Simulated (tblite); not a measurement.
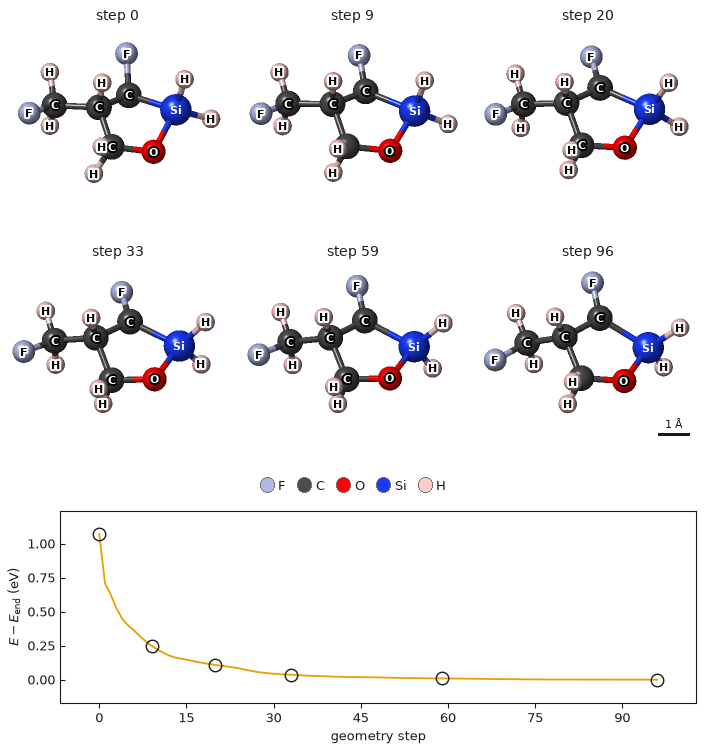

Frames of a relaxation of C4H7F2OSi (multiplicity 2), marked on the history of the run. The picture is a ball-and-stick view, seen at a tilt.

The calculation used tblite, GFN2-xTB geometry optimisation, gas phase. 

**What happens along the run?**

The energy falls by 1.071 eV in 96 geometry steps. An H atom moves most after the best rigid fit: 0.98 Å. By element the largest moves are H 0.98 Å, C 0.76 Å, F 0.65 Å, O 0.25 Å, Si 0.14 Å. Some distances before and after: C–C 1.457 → 1.544 Å, O–Si 1.710 → 1.637 Å, C–C 1.541 → 1.485 Å, C–H 1.146 → 1.093 Å. Bond angles that change, for instance: Si–C–F 112.8° → 130.9°, C–C–Si 93.9° → 111.6°, C–O–Si 108.7° → 118.0°. Cost: 0.69 s on 1 thread of Arm Neoverse V1 (shared host). From step 0 to 9: a C atom moves most (0.26 Å), energy −0.820 eV. From step 9 to 20: an H atom moves most (0.31 Å), energy −0.142 eV. From step 20 to 33: an H atom moves most (0.34 Å), energy −0.072 eV. From step 33 to 59: an F atom moves most (0.32 Å), energy −0.027 eV. From step 59 to 96: an H atom moves most (0.29 Å), energy −0.009 eV.

```json
{"step": "0", "E − E(0), eV": "0.0000"}
{"step": "1", "E − E(0), eV": "-0.3631"}
{"step": "2", "E − E(0), eV": "-0.4467"}
{"step": "3", "E − E(0), eV": "-0.5506"}
{"step": "4", "E − E(0), eV": "-0.6254"}
{"step": "5", "E − E(0), eV": "-0.6736"}
{"step": "6", "E − E(0), eV": "-0.7088"}
{"step": "7", "E − E(0), eV": "-0.7518"}
{"step": "8", "E − E(0), eV": "-0.7886"}
{"step": "9", "E − E(0), eV": "-0.8205"}
{"step": "10", "E − E(0), eV": "-0.8483"}
{"step": "15", "E − E(0), eV": "-0.9234"}
{"step": "19", "E − E(0), eV": "-0.9563"}
{"step": "24", "E − E(0), eV": "-0.9875"}
{"step": "28", "E − E(0), eV": "-1.0187"}
{"step": "33", "E − E(0), eV": "-1.0346"}
{"step": "37", "E − E(0), eV": "-1.0430"}
{"step": "42", "E − E(0), eV": "-1.0502"}
{"step": "46", "E − E(0), eV": "-1.0530"}
{"step": "51", "E − E(0), eV": "-1.0574"}
{"step": "55", "E − E(0), eV": "-1.0597"}
{"step": "60", "E − E(0), eV": "-1.0621"}
{"step": "64", "E − E(0), eV": "-1.0638"}
{"step": "69", "E − E(0), eV": "-1.0665"}
{"step": "73", "E − E(0), eV": "-1.0681"}
{"step": "78", "E − E(0), eV": "-1.0698"}
{"step": "82", "E − E(0), eV": "-1.0701"}
{"step": "87", "E − E(0), eV": "-1.0704"}
{"step": "91", "E − E(0), eV": "-1.0706"}
{"step": "96", "E − E(0), eV": "-1.0708"}
```
